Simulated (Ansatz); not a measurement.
# One shape, several levels: triplet C2HBF2

Wanted: a comparison of 6 runs (UB3LYP/6-31G*, UB2PLYP/def2-SVPD, UB3LYP/def2-SVPD, UCAM-B3LYP/def2-SVPD, UPBE/def2-SVPD, UPBE0/def2-SVPD) of triplet C2HBF2. 

The results are computed with Ansatz 0.2.0.

36 further runs of the same task are left out: 36 set aside as unsound or not needed.

## 1. The molecule

C2HBF2: 6 atoms, total charge 0, spin state triplet. As SMILES of the parent species, `C#CB(F)F`. Geometry: relaxed at PBE0-D4/def2-TZVP. That shape belongs to the parent species and isn't relaxed for this state.

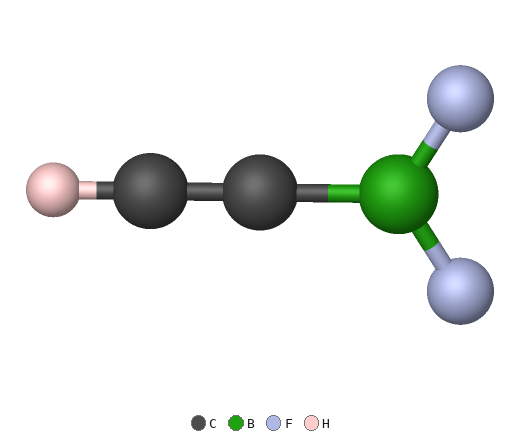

The structure, seen from a chosen angle (carbon dark grey, boron green, fluorine light blue, hydrogen pink).

## 2. A single-point energy at UB3LYP/6-31G(d) (Cartesian functions) (run 1)

Contents of molecule.yaml:

```yaml
crystal:
  periodic: [false, false, false]
  atoms:
    - {symbol: C, position_ang: [-0.883700, 0.450800, 1.253400]}
    - {symbol: C, position_ang: [-0.218600, 0.106200, 0.311700]}
    - {symbol: B, position_ang: [0.622000, -0.329200, -0.878400]}
    - {symbol: F, position_ang: [0.153600, -1.179500, -1.766600]}
    - {symbol: F, position_ang: [1.841700, 0.131700, -1.054100]}
    - {symbol: H, position_ang: [-1.473000, 0.756000, 2.087900]}
basis:
  gaussian:
    orbitals: "6-31G*"
magnetization:
  spin_polarized: true
  initial_magnetization: 2
hamiltonian:
  xc: {name: B3LYP}
accuracy: high
output: {orbitals: {seedname: orbitals}}
```

The run is started by

```sh
$ ansatz run molecule.yaml --threads 1 --pin off --max-ram 3480MiB --events-out events.jsonl --progress --plain --runs-dir runs
```

The log of the run:

```text
Warning: RAYON_NUM_THREADS=1 ignored (pool sized by the plan → 1); use --threads N
Functional definition: B3LYP
  name "B3LYP"
  parameter a0 = 0.2
  parameter ax = 0.72
  parameter ac = 0.81
  exchange = (1 - a0 - ax)*slater_x + ax*b88_x + a0*exact_x
  correlation = (1 - ac)*vwn_rpa_c + ac*lyp_c
1574 factors; integrals over basis functions are off by at most 3.0e-9 eV
mean field evaluation 1: about -8193.4276 eV, gradient 2.8e1 eV
mean field evaluation 2: about -8193.1009 eV, gradient 3.1e1 eV
mean field evaluation 4: about -8196.3928 eV, gradient 1.2e0 eV
mean field evaluation 8: about -8196.4822 eV, gradient 2.6e-2 eV
mean field evaluation 16: about -8196.6136 eV, gradient 8.4e-1 eV
mean field evaluation 32: about -8196.8319 eV, gradient 2.2e-8 eV
mean field -8196.83186924 eV, -301.2280151825 hartree, gradient 2.6e-8 eV, S^2 2.003827; 2 other end points of the search recorded, 0 dependent functions left out
reference -8196.83189904 eV, -301.2280162775 hartree; 19, 17 occupied and 58, 60 virtual orbitals, 1574 factors
Total energy: -8196.83189904 eV, -301.2280162775 hartree
```

It took 19 s on 1 thread of Arm Neoverse V1, shared host; peak memory 0.3 GiB.

## 3. A single-point energy at UB2PLYP/def2-SVPD (run 2)

Contents of input.yaml:

```yaml
crystal:
  periodic: [false, false, false]
  atoms:
    - {symbol: C, position_ang: [-0.883700, 0.450800, 1.253400]}
    - {symbol: C, position_ang: [-0.218600, 0.106200, 0.311700]}
    - {symbol: B, position_ang: [0.622000, -0.329200, -0.878400]}
    - {symbol: F, position_ang: [0.153600, -1.179500, -1.766600]}
    - {symbol: F, position_ang: [1.841700, 0.131700, -1.054100]}
    - {symbol: H, position_ang: [-1.473000, 0.756000, 2.087900]}
basis:
  gaussian: {orbitals: def2-SVPD}
magnetization: {spin_polarized: true, initial_magnetization: 2}
hamiltonian: {xc: {name: B2PLYP}}
correlation: {frozen_orbitals: {B: 1, C: 1, F: 1, H: 0}}
accuracy: high
output: {orbitals: {seedname: orbitals}}
```

The run is started by

```sh
$ ansatz run input.yaml --threads 1 --pin off --max-ram 3480MiB --events-out events.jsonl --progress --plain --runs-dir runs
```

The log of the run, cut to the lines that bear on the results:

```text
Warning: RAYON_NUM_THREADS=1 ignored (pool sized by the plan → 1); use --threads N
Functional definition: B2PLYP
  name "B2PLYP"
[...]
2205 factors; integrals over basis functions are off by at most 3.2e-9 eV
[...]
mean field -8178.37970256 eV, -300.5499105642 hartree, gradient 2.3e-8 eV, S^2 2.007036; 2 other end points of the search recorded, 0 dependent functions left out
5 core orbitals not correlated: weight in the atoms' cores, before any rotation towards them, 1.000 or more for the frozen orbitals, at most 0.000 for the correlated occupied ones
reference -8178.37972751 eV, -300.5499114813 hartree; 14, 12 occupied and 95, 97 virtual orbitals, 2205 factors
second order -21.97227728 eV of doubles, -0.00000000 eV of singles
Total energy: -8184.31224238 eV, -300.7679273813 hartree
```

Wall time 53 s (1 thread of Arm Neoverse V1, shared host); peak memory 0.52 GiB.

Runs 3 to 5 aren't shown in full; the table further down has their settings and results.

## 4. The energy at UPBE0/def2-SVPD (run 6)

Contents of job.yaml:

```yaml
basis:
  gaussian:
    orbitals: def2-SVPD
crystal:
  periodic: [false, false, false]
  atoms:
    - {symbol: C, position_ang: [-0.883700, 0.450800, 1.253400]}
    - {symbol: C, position_ang: [-0.218600, 0.106200, 0.311700]}
    - {symbol: B, position_ang: [0.622000, -0.329200, -0.878400]}
    - {symbol: F, position_ang: [0.153600, -1.179500, -1.766600]}
    - {symbol: F, position_ang: [1.841700, 0.131700, -1.054100]}
    - {symbol: H, position_ang: [-1.473000, 0.756000, 2.087900]}
magnetization:
  spin_polarized: true
  initial_magnetization: 2
hamiltonian:
  xc: pbe0
accuracy: high
output: {orbitals: {seedname: orbitals}}
```

The run is started by

```sh
$ ansatz run job.yaml --threads 1 --pin off --max-ram 3480MiB --events-out events.jsonl --progress --plain --runs-dir runs
```

The log of the run:

```text
Warning: RAYON_NUM_THREADS=1 ignored (pool sized by the plan → 1); use --threads N
Functional definition: PBE0
  name "PBE0"
  parameter a = 0.25
  parameter kappa = 0.804
  parameter beta = 0.06672455060314922
  exchange = (1 - a)*pbe_x(kappa = kappa, mu = beta*pi^2/3) + a*exact_x
  correlation = pbe_c(beta = beta)
2205 factors; integrals over basis functions are off by at most 3.2e-9 eV
mean field evaluation 1: about -8179.0009 eV, gradient 2.8e1 eV
mean field evaluation 2: about -8178.6824 eV, gradient 3.2e1 eV
mean field evaluation 4: about -8181.9424 eV, gradient 1.1e0 eV
mean field evaluation 8: about -8182.1257 eV, gradient 1.2e-1 eV
mean field evaluation 16: about -8182.2686 eV, gradient 9.5e-1 eV
mean field evaluation 32: about -8182.5078 eV, gradient 1.3e-7 eV
mean field -8182.50779325 eV, -300.7016150990 hartree, gradient 1.3e-8 eV, S^2 2.005370; 2 other end points of the search recorded, 0 dependent functions left out
reference -8182.50779628 eV, -300.7016152105 hartree; 19, 17 occupied and 95, 97 virtual orbitals, 2205 factors
Total energy: -8182.50779628 eV, -300.7016152105 hartree
```

Run time: 36 s. Hardware: 1 thread of Arm Neoverse V1, shared host; peak memory 0.51 GiB.

## 5. Overview of the runs

| run | level | Cartesian functions | frozen core orbitals | energy (Eh) | HOMO energy (eV) | ⟨S²⟩ | wall time |
| --- | --- | --- | --- | --- | --- | --- | --- |
| 1 | UB3LYP/6-31G* (Cartesian functions) | yes | – | -301.228016 | -3.85 | 2.004 | 19 s |
| 2 | UB2PLYP/def2-SVPD | no | 5 | -300.767927 | -5.58 | 2.007 | 53 s |
| 3 | UB3LYP/def2-SVPD | no | – | -301.025999 | -4.41 | 2.004 | 41 s |
| 4 | UCAM-B3LYP/def2-SVPD | no | – | -300.918334 | -5.87 | 2.004 | 40 s |
| 5 | UPBE/def2-SVPD | no | – | -300.692681 | -3.58 | 2.004 | 27 s |
| 6 | UPBE0/def2-SVPD | no | – | -300.701615 | -4.70 | 2.005 | 36 s |

## 6. Summary of results

| quantity | value |
| --- | --- |
| run 6: total energy | -300.70162 Eh |
| run 6: HOMO energy (highest over α and β) | -4.70 eV |
| run 6: ⟨S²⟩ | 2.005 |

Totals of different functionals can't be ranked against each other. All runs together took 3.6 min, the longest 53 s.
